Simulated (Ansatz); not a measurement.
# CH8Si2 (SMILES [SiH3]C[SiH3]) at B3LYP/6-31G(d) (spherical functions)

Aim: the electronic atomisation energy of CH8Si2 at B3LYP/6-31G* (spherical functions), from 4 runs. 

The calculation is run with Ansatz 0.2.0.

56 further runs of the same task are left out: 56 set aside as unsound or not needed.

**1. The structure to begin with**

CH8Si2 has 11 atoms, charge 0, and is taken as a singlet. As SMILES, `[SiH3]C[SiH3]`. The coordinates come from a PBE0-D4/def2-TZVP relaxation.

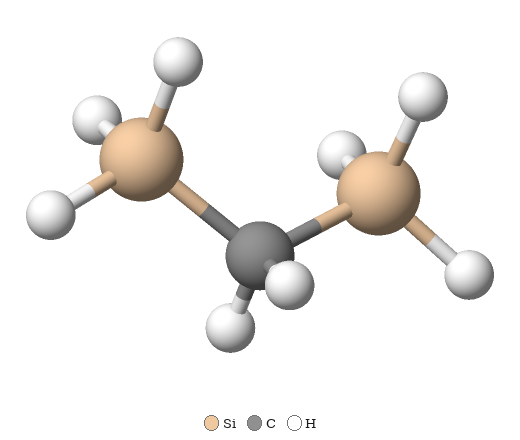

Viewed from a chosen angle; silicon light orange, carbon grey, hydrogen white.

**2. A single-point energy at B3LYP/6-31G(d) (spherical functions)**

input.yaml

```yaml
crystal:
  periodic: [false, false, false]
  atoms:
    - {symbol: Si, position_ang: [-1.158980, 1.034720, -0.344660]}
    - {symbol: C, position_ang: [-0.286340, -0.621440, -0.365590]}
    - {symbol: Si, position_ang: [1.335180, -0.652340, 0.569590]}
    - {symbol: H, position_ang: [-2.435800, 0.976800, -1.106490]}
    - {symbol: H, position_ang: [-0.293510, 2.078920, -0.955560]}
    - {symbol: H, position_ang: [-1.463790, 1.436810, 1.054620]}
    - {symbol: H, position_ang: [-0.954100, -1.377620, 0.060730]}
    - {symbol: H, position_ang: [-0.099440, -0.908830, -1.405770]}
    - {symbol: H, position_ang: [1.110650, -0.304370, 1.998260]}
    - {symbol: H, position_ang: [2.282060, 0.336720, -0.011600]}
    - {symbol: H, position_ang: [1.964060, -1.999380, 0.506460]}
basis:
  gaussian:
    orbitals: 6-31G_st_-spherical.json
hamiltonian:
  xc: {name: B3LYP}
accuracy: high
output:
  orbitals: {seedname: orbitals}
```

The basis set 6-31G* is read from a file made from the Basis Set Exchange's data (not shown).

The run is started by

```
ansatz run input.yaml --threads 1 --pin off --max-ram 3480MiB --events-out events.jsonl --progress --plain --runs-dir runs
```

Standard output:

```text
Warning: RAYON_NUM_THREADS=1 ignored (pool sized by the plan → 1); use --threads N
Functional definition: B3LYP
  name "B3LYP"
  parameter a0 = 0.2
  parameter ax = 0.72
  parameter ac = 0.81
  exchange = (1 - a0 - ax)*slater_x + ax*b88_x + a0*exact_x
  correlation = (1 - ac)*vwn_rpa_c + ac*lyp_c
1596 factors; integrals over basis functions are off by at most 3.6e-9 eV
mean field evaluation 1: about -16918.2718 eV, gradient 4.2e1 eV
mean field evaluation 2: about -16914.9747 eV, gradient 5.2e1 eV
mean field evaluation 4: about -16922.5966 eV, gradient 3.8e-1 eV
mean field evaluation 8: about -16922.7803 eV, gradient 6.0e-2 eV
mean field evaluation 16: about -16922.7803 eV, gradient 3.3e-6 eV
mean field -16922.78033458 eV, -621.9007066234 hartree, gradient 7.7e-8 eV, S^2 0.000000; 0 other end points of the search recorded, 0 dependent functions left out
reference -16922.78038048 eV, -621.9007083101 hartree; 21, 21 occupied and 45, 45 virtual orbitals, 1596 factors
Total energy: -16922.78038048 eV, -621.9007083101 hartree
```

Run time: 2.2 s. Hardware: 1 thread of AMD EPYC 9R45 (Zen 5), shared host; peak memory 0.23 GiB.

**3. The C atom at the same level**

molecule.yaml

```yaml
crystal:
  periodic: [false, false, false]
  atoms:
    - {symbol: C, position_ang: [0.000000, 0.000000, 0.000000]}
basis:
  gaussian:
    orbitals: 6-31G_st_-spherical.json
total_charge: 0
magnetization:
  spin_polarized: true
  initial_magnetization: 2
hamiltonian:
  xc: {name: B3LYP}
accuracy: high
```

The basis set 6-31G* is read from a file made from the Basis Set Exchange's data (not shown).

Run the same way, it converges to -37.84469 Eh (log not shown).

**4. The H atom at the same level**

in.yaml

```yaml
basis:
  gaussian:
    orbitals: "6-31G*"
crystal:
  periodic: [false, false, false]
  atoms:
    - {symbol: H, position_ang: [0.000000, 0.000000, 0.000000]}
total_charge: 0
magnetization:
  spin_polarized: true
  initial_magnetization: 1
hamiltonian:
  xc: {name: B3LYP}
accuracy: high
```

Run the same way, it converges to -0.50027 Eh (log not shown).

**5. The Si atom**

input.yaml

```yaml
crystal:
  periodic: [false, false, false]
  atoms:
    - {symbol: Si, position_ang: [0.000000, 0.000000, 0.000000]}
basis:
  gaussian:
    orbitals: 6-31G_st_-spherical.json
magnetization:
  spin_polarized: true
  initial_magnetization: 2
hamiltonian:
  xc: {name: B3LYP}
accuracy: high
```

The basis set 6-31G* is read from a file made from the Basis Set Exchange's data (not shown).

Run the same way, it converges to -289.36979 Eh (log not shown).

**6. What came out**

At B3LYP/6-31G* (spherical functions):

| quantity | value |
| --- | --- |
| molecule: total energy | -621.90071 Eh |
| molecule: HOMO energy | -8.45 eV |
| molecule: LUMO energy | 0.58 eV |
| molecule: HOMO–LUMO gap | 9.04 eV |
| C atom: total energy | -37.84469 Eh |
| C atom: ⟨S²⟩ | 2.002 |
| H atom: total energy | -0.50027 Eh |
| H atom: ⟨S²⟩ | 0.750 |
| Si atom: total energy | -289.36979 Eh |
| Si atom: ⟨S²⟩ | 2.002 |
| electronic atomisation energy | 35.762 eV |

**Reading.** Taking the molecule apart into free atoms costs 35.76 eV (825 kcal/mol), before zero-point energy and without spin-orbit coupling.
